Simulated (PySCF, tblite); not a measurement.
# C5H8F2: dynamics, then NMR shifts on frames, part 1 of 2

How do NMR shifts of C5H8F2 (`CC(C)=C(F)CF`) change as the atoms move?

The runs use tblite 0.8.0 and PySCF 2.14.0, with density-fitted response routines of our own; the level of theory stands in each step. All values are computed, except where a source is named. Atoms count from 0, in the outputs and in this text.

### Step 1. Starting geometry

15 atoms, charge 0, multiplicity 1; geometry from: GFN2-xTB.

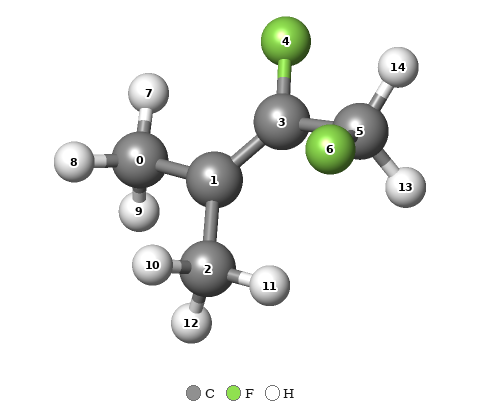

The starting geometry (carbon grey, fluorine green, hydrogen white), atoms numbered.

### Step 2. A short Langevin run with GFN2-xTB

What the job is given:

```
{"job": {"kind": "md", "xc": "GFN2-xTB", "basis": "xTB", "temperature": 300, "steps": 2000, "every": 50, "frames": 5}, "charge": 0, "multiplicity": 1}
C     -1.192333     1.508809     0.501728
C     -0.370588     0.295782     0.193508
C     -1.124712    -0.988730     0.052909
C      0.951470     0.350180     0.074303
F      1.601563     1.541819     0.211506
C      1.906386    -0.772170    -0.205220
F      1.748974    -1.806657     0.689729
H     -0.568639     2.389245     0.623974
H     -1.759376     1.347282     1.417258
H     -1.903164     1.689253    -0.303642
H     -1.470079    -1.317227     1.032660
H     -0.515024    -1.779444    -0.371266
H     -2.000355    -0.837672    -0.575956
H      1.757289    -1.201661    -1.203535
H      2.934175    -0.410820    -0.102315
```

Method: GFN2-xTB Langevin dynamics, gas phase.

Started as:

```sh
$ OMP_NUM_THREADS=1 python probes_run.py task.json out
```

The driver reads the jobs from task.json and runs them one after another.

What it wrote:

```text
t/fs     T/K      E/eV
    0.0   239.3   -659.35800
   25.0   177.9   -658.99999
   50.0   216.5   -658.98118
   75.0   140.2   -658.86455
  100.0   168.2   -658.98692
  125.0   222.2   -659.00230
  150.0   228.6   -659.06980
  175.0   264.0   -658.99968
  200.0   328.3   -659.02993
  225.0   253.3   -658.89295
  250.0   275.8   -658.85981
  275.0   243.8   -658.94768
  300.0   244.8   -658.93206
  325.0   298.2   -658.81854
  350.0   257.3   -658.75847
  375.0   352.8   -658.86262
  400.0   384.5   -658.75490
  425.0   350.5   -658.96683
  450.0   251.7   -658.86579
  475.0   234.7   -658.86575
  500.0   296.9   -658.90815
  525.0   326.1   -659.00210
  550.0   252.6   -658.99326
  575.0   211.0   -658.93943
  600.0   309.6   -659.01808
  625.0   227.6   -658.86490
  650.0   330.4   -659.06323
  675.0   207.7   -658.92150
  700.0   312.6   -658.98902
  725.0   335.9   -659.02097
  750.0   280.8   -658.78308
  775.0   309.8   -658.89982
  800.0   299.7   -658.98748
  825.0   304.7   -658.99934
  850.0   233.4   -658.90107
  875.0   205.5   -658.91167
  900.0   253.5   -658.81524
  925.0   300.3   -658.86253
  950.0   274.3   -658.76151
  975.0   290.6   -658.92354
 1000.0   258.7   -658.81487
```

It took 5.8 s on 1 thread of AMD EPYC 9R45, shared host; peak memory 0.18 GiB.

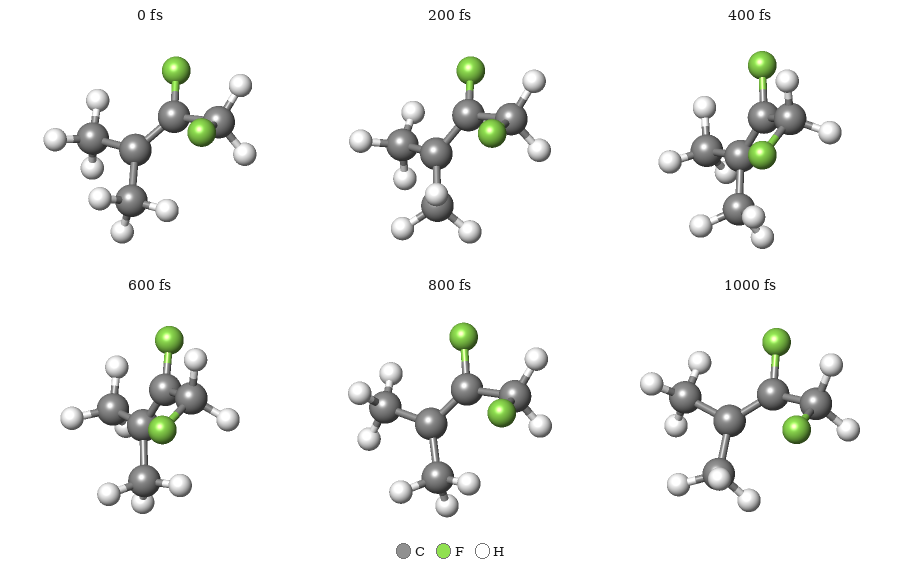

Frames of the run.

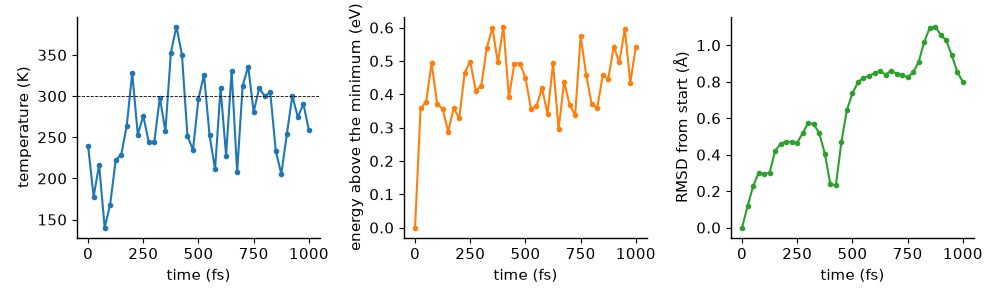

Temperature, potential energy and distance from the start.

Positions (Å) and forces (eV/Å) at 1000 fs:

```xyz
15

C    -0.990    1.859    0.998    1.708    0.309   -0.727
C    -0.389    0.589    0.416    1.196   -0.005    1.036
C    -1.365   -0.514    0.237   -1.310    0.990   -0.876
C     0.934    0.428    0.194   -0.821    1.450    1.233
F     1.794    1.448    0.572   -0.488    0.298   -0.267
C     1.777   -0.714   -0.124    0.846   -2.549    0.060
F     1.290   -1.892    0.568    0.460    1.118   -0.984
H    -1.225    1.845    2.057   -0.177   -0.528   -0.092
H    -1.830    2.084    0.384   -0.878    0.259   -0.088
H    -0.276    2.687    0.875   -0.109   -0.207    0.032
H    -1.167   -1.407    0.761    0.537   -0.792    0.799
H    -1.368   -0.800   -0.823   -0.437    0.121    0.166
H    -2.361   -0.123    0.588    0.798   -0.615   -0.685
H     1.809   -0.991   -1.233    0.065    0.196    1.331
H     2.827   -0.581    0.338   -1.389   -0.046   -0.939
```

### Step 3. Nuclear shieldings: 250 fs, PBE0/pcSseg-1

What the job is given:

```
{"job": {"kind": "nmr", "xc": "PBE0", "basis": "pcSseg-1", "pop": false}, "charge": 0, "multiplicity": 1}
C     -1.644600     1.478900    -0.258600
C     -0.661300     0.380100    -0.161700
C     -1.251200    -0.918600    -0.340200
C      0.645500     0.459200     0.084200
F      1.250200     1.651400     0.495400
C      1.607900    -0.703200     0.075900
F      1.339500    -1.698900     0.992000
H     -1.236300     2.543800    -0.099900
H     -2.499600     1.259400     0.401200
H     -2.071300     1.393200    -1.252500
H     -2.318800    -0.805400    -0.316200
H     -0.918000    -1.683100     0.353800
H     -1.024500    -1.170100    -1.351900
H      1.686100    -1.144900    -0.961600
H      2.619700    -0.330900     0.260800
```

With the program's defaults for keys left out, this is: GIAO PBE0/pcSseg-1 NMR shielding, non-relativistic, gas phase.

What it wrote:

```text
coarse grid: 12568 points
cycle   1  E = -394.3855333610  dE =  7.965e-01  |g| = 6.564e-01  |ddm| = 3.370e+00
cycle   2  E = -394.3088045759  dE =  7.673e-02  |g| = 9.543e-01  |ddm| = 1.180e+00
cycle   3  E = -394.4619193030  dE = -1.531e-01  |g| = 9.605e-02  |ddm| = 7.198e-01
cycle   4  E = -394.4637644830  dE = -1.845e-03  |g| = 4.252e-02  |ddm| = 1.229e-01
cycle   5  E = -394.4641486316  dE = -3.841e-04  |g| = 1.337e-02  |ddm| = 4.152e-02
cycle   6  E = -394.4641837501  dE = -3.512e-05  |g| = 4.053e-03  |ddm| = 1.480e-02
cycle   7  E = -394.4641875426  dE = -3.793e-06  |g| = 5.475e-04  |ddm| = 3.853e-03
final grid: 122224 points
cycle   8  E = -394.5186788695  dE = -4.521e-05  |g| = 8.571e-03  |ddm| = 3.455e-02
cycle   9  E = -394.5186674237  dE =  1.145e-05  |g| = 1.191e-02  |ddm| = 1.776e-02
cycle  10  E = -394.5186957199  dE = -2.830e-05  |g| = 1.575e-03  |ddm| = 1.027e-02
cycle  11  E = -394.5186961531  dE = -4.332e-07  |g| = 2.508e-04  |ddm| = 1.551e-03
cycle  12  E = -394.5186961602  dE = -7.091e-09  |g| = 1.710e-04  |ddm| = 3.055e-04
cycle  13  E = -394.5186961666  dE = -6.367e-09  |g| = 2.502e-05  |ddm| = 1.452e-04
cycle  14  E = -394.5186961667  dE = -1.487e-10  |g| = 6.659e-06  |ddm| = 2.972e-05
converged SCF energy = -394.5186961667

GIAO shielding tensors (ppm)
atom      isotropic    diamagn.    paramagn.     s11        s22        s33       span
  0 C      159.803     245.248     -85.445    143.069    153.984    182.356     39.287
  1 C       59.895     265.704    -205.809    -42.300     59.819    162.165    204.465
  2 C      171.607     248.487     -76.880    153.856    168.576    192.389     38.533
  3 C       24.787     251.545    -226.757    -60.184     61.393     73.153    133.336
  4 F      275.728     476.851    -201.122    205.056    291.773    330.356    125.300
  5 C      102.376     242.417    -140.041     72.213     84.589    150.325     78.112
  6 F      419.353     473.623     -54.270    359.136    419.061    479.861    120.725
  7 H       27.735      27.488       0.247     22.958     26.803     33.443     10.486
  8 H       29.602      28.692       0.910     25.700     28.015     35.092      9.392
  9 H       29.980      28.906       1.074     26.201     28.445     35.294      9.094
 10 H       30.842      31.125      -0.283     26.031     30.922     35.573      9.542
 11 H       29.109      30.095      -0.986     23.092     29.518     34.717     11.626
 12 H       30.106      30.871      -0.765     26.312     28.219     35.787      9.475
 13 H       25.782      28.512      -2.730     22.719     25.604     29.021      6.302
 14 H       26.481      27.632      -1.150     22.618     26.664     30.163      7.545
```

Run time: 9.6 s. Hardware: 1 thread of AMD EPYC 9R45, shared host; peak memory 0.73 GiB.

Shifts follow as δ = σ(reference) − σ, with reference shieldings (ppm) from runs at the same level and on the same kind of geometry: 1H TMS 31.72, 13C TMS 186.9, 19F CFCl3 170.9. The references are single molecules in the gas phase, so shifts against H2O, NH3, PH3, H3PO4 or CFCl3 are not on the usual liquid scales and can be off by tens of ppm. Each atom is listed at this fixed geometry, with no averaging over motion; a spectrum would average atoms that exchange fast.

```csv
atoms,environment,σ (ppm),δ (ppm)
C3,fully substituted alkene carbon,24.8,162.1
C1,fully substituted alkene carbon,59.9,127.0
C5,allylic sp3 CH2 bonded to F,102.4,84.5
C0,allylic methyl carbon,159.8,27.1
C2,allylic methyl carbon,171.6,15.3
H13,hydrogen on an allylic sp3 CH2 bonded to F,25.78,5.94
H14,hydrogen on an allylic sp3 CH2 bonded to F,26.48,5.24
H7,hydrogen on an allylic methyl carbon,27.73,3.98
H11,hydrogen on an allylic methyl carbon,29.11,2.61
H8,hydrogen on an allylic methyl carbon,29.60,2.11
H9,hydrogen on an allylic methyl carbon,29.98,1.74
H12,hydrogen on an allylic methyl carbon,30.11,1.61
H10,hydrogen on an allylic methyl carbon,30.84,0.87
F4,vinylic fluorine,275.7,-104.8
F6,fluorine on an sp3 carbon,419.4,-248.4
```

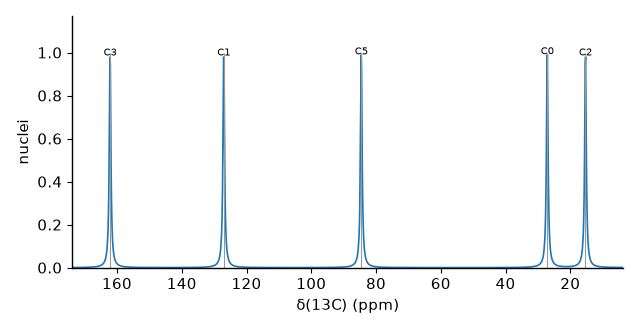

13C lines at the computed shifts, without couplings. Lines are broadened to a width of 0.59 ppm (Lorentzian).

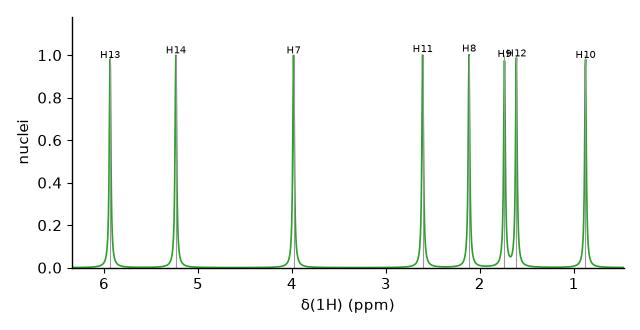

1H lines at the computed shifts, without couplings. Lines are broadened to a width of 0.02 ppm (Lorentzian).

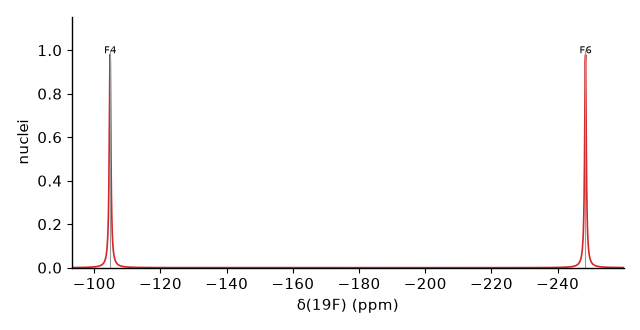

19F lines at the computed shifts, without couplings. Lines are broadened to a width of 0.57 ppm (Lorentzian).

### Step 4. Shielding tensors: 425 fs, PBE0/pcSseg-1

What the job is given:

```
{"job": {"kind": "nmr", "xc": "PBE0", "basis": "pcSseg-1", "pop": false}, "charge": 0, "multiplicity": 1}
C     -1.093400     1.778300    -0.245500
C     -0.479000     0.363800    -0.217500
C     -1.382000    -0.748800    -0.535600
C      0.750600     0.160200     0.269800
F      1.395900     1.284900     0.790700
C      1.477400    -1.071400     0.619400
F      0.644000    -2.032500     1.125800
H     -0.296800     2.564800    -0.106100
H     -1.672800     1.831300     0.627000
H     -1.599500     1.910800    -1.190800
H     -1.994800    -0.928300     0.365900
H     -0.944500    -1.700900    -0.808700
H     -2.114800    -0.590100    -1.285100
H      1.922900    -1.519400    -0.275500
H      2.241700    -0.809000     1.330900
```

Method: GIAO PBE0/pcSseg-1 NMR shielding, non-relativistic, gas phase.

What it wrote:

```text
coarse grid: 12568 points
cycle   1  E = -394.3928882300  dE =  7.760e-01  |g| = 6.464e-01  |ddm| = 3.354e+00
cycle   2  E = -394.3222573055  dE =  7.063e-02  |g| = 9.291e-01  |ddm| = 1.176e+00
cycle   3  E = -394.4657531217  dE = -1.435e-01  |g| = 9.742e-02  |ddm| = 7.270e-01
cycle   4  E = -394.4675830650  dE = -1.830e-03  |g| = 4.507e-02  |ddm| = 1.149e-01
cycle   5  E = -394.4680127855  dE = -4.297e-04  |g| = 1.403e-02  |ddm| = 4.185e-02
cycle   6  E = -394.4680535767  dE = -4.079e-05  |g| = 3.790e-03  |ddm| = 1.509e-02
cycle   7  E = -394.4680567931  dE = -3.216e-06  |g| = 6.973e-04  |ddm| = 3.581e-03
final grid: 122224 points
cycle   8  E = -394.5233700191  dE = -4.509e-05  |g| = 8.388e-03  |ddm| = 3.554e-02
cycle   9  E = -394.5233612876  dE =  8.731e-06  |g| = 1.114e-02  |ddm| = 1.641e-02
cycle  10  E = -394.5233861954  dE = -2.491e-05  |g| = 1.531e-03  |ddm| = 9.067e-03
cycle  11  E = -394.5233865820  dE = -3.866e-07  |g| = 2.579e-04  |ddm| = 1.430e-03
cycle  12  E = -394.5233865896  dE = -7.610e-09  |g| = 1.615e-04  |ddm| = 2.817e-04
cycle  13  E = -394.5233865950  dE = -5.399e-09  |g| = 2.592e-05  |ddm| = 1.431e-04
cycle  14  E = -394.5233865951  dE = -1.502e-10  |g| = 1.037e-05  |ddm| = 3.007e-05
converged SCF energy = -394.5233865951

GIAO shielding tensors (ppm)
atom      isotropic    diamagn.    paramagn.     s11        s22        s33       span
  0 C      165.844     247.391     -81.547    153.394    159.769    184.369     30.976
  1 C       56.768     261.757    -204.989    -45.280     60.218    155.367    200.648
  2 C      171.983     246.205     -74.222    160.010    167.748    188.191     28.180
  3 C       24.769     255.659    -230.889    -63.147     63.796     73.658    136.805
  4 F      270.076     477.527    -207.451    200.659    291.146    318.424    117.765
  5 C      106.138     241.008    -134.869     74.124     89.781    154.510     80.386
  6 F      422.686     474.868     -52.182    387.781    403.060    477.217     89.436
  7 H       28.006      29.486      -1.480     22.996     28.394     32.628      9.631
  8 H       30.694      30.390       0.304     26.909     28.569     36.604      9.695
  9 H       30.375      29.256       1.118     25.946     28.777     36.401     10.455
 10 H       29.581      29.290       0.291     25.533     27.262     35.948     10.415
 11 H       29.661      30.557      -0.896     24.591     29.363     35.030     10.439
 12 H       31.031      30.207       0.824     26.588     29.243     37.260     10.672
 13 H       26.059      28.223      -2.163     22.333     25.943     29.902      7.569
 14 H       26.854      27.885      -1.031     22.394     27.652     30.514      8.120
```

It took 9.3 s on 1 thread of AMD EPYC 9R45, shared host; peak memory 0.76 GiB.

In short: δ C3 162.2, C1 130.2, C5 80.8, C0 21.1, H13 5.66, H14 4.86 ppm.

(Continued in part 2 of 2.)
